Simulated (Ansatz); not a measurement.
Consider C2H8Ge2 (SMILES [CH3][Ge][GeH2][CH3]).

Input

```
crystal:
  periodic: [false, false, false]
  atoms:
    - {symbol: C, position_ang: [-2.938054, 0.996282, 1.265447]}
    - {symbol: C, position_ang: [0.271385, -0.717933, 1.170548]}
    - {symbol: Ge, position_ang: [-2.636824, 0.900640, -0.709660]}
    - {symbol: Ge, position_ang: [-0.243635, 0.225275, -0.481650]}
    - {symbol: H, position_ang: [-2.877504, -0.030822, 1.673319]}
    - {symbol: H, position_ang: [-2.153120, 1.575115, 1.783046]}
    - {symbol: H, position_ang: [-3.923826, 1.414384, 1.518192]}
    - {symbol: H, position_ang: [0.533205, 1.572422, -0.506789]}
    - {symbol: H, position_ang: [0.294917, -0.574376, -1.690327]}
    - {symbol: H, position_ang: [-0.036215, -0.143451, 2.056886]}
    - {symbol: H, position_ang: [-0.206396, -1.708221, 1.214367]}
    - {symbol: H, position_ang: [1.362433, -0.856882, 1.205595]}
basis:
  gaussian: {orbitals: def2-TZVPD}
output: {forces: true, orbitals: {seedname: orbitals}}
hamiltonian: {xc: {name: PBE0}}
```

Launched as:

```sh
ansatz run input.yaml --threads 2 --pin off --max-ram 4350MiB --events-out events.jsonl --progress --plain --runs-dir runs
```

Geometry: r2SCAN-D4/def2-SVP.

All numbers below come from isolated molecule in a Gaussian basis; Kohn-Sham density functional theory, functional PBE0 (Ansatz 0.2.0).

Question: What will maps of the electron density and electron localisation function show?

Answer: C–Ge (2.00 Å): the density is about 0.8 e/Å³ at the midpoint; the ELF peaks at about 0.90 in the valence shell of C, 0.6 Å from its nucleus, and is about 0.70 at the midpoint.
Ge–Ge (2.50 Å): ρ is about 0.54 e/Å³ halfway; the ELF peaks at about 0.90 between the atoms; localised, covalent bonding.
C–H (1.10 Å): the density is about 1.9 e/Å³ at the midpoint; the ELF climbs to about 1 towards the hydrogen, as it does in any bond to H; a covalent bond by its length.

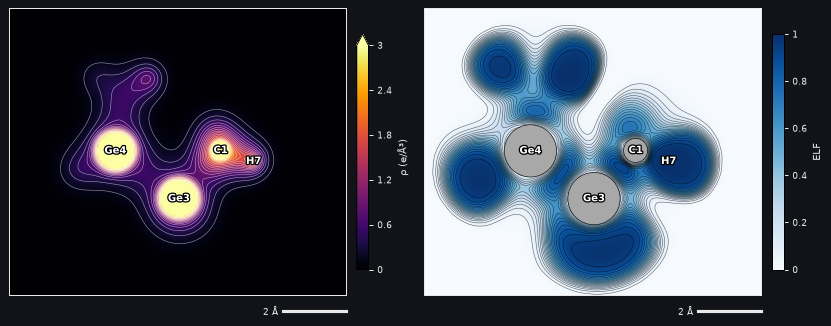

Computed electron density and electron localisation function on the plane of atoms C1, Ge3 and Ge4, in this order. Grey discs cover the atomic cores in the ELF map. 
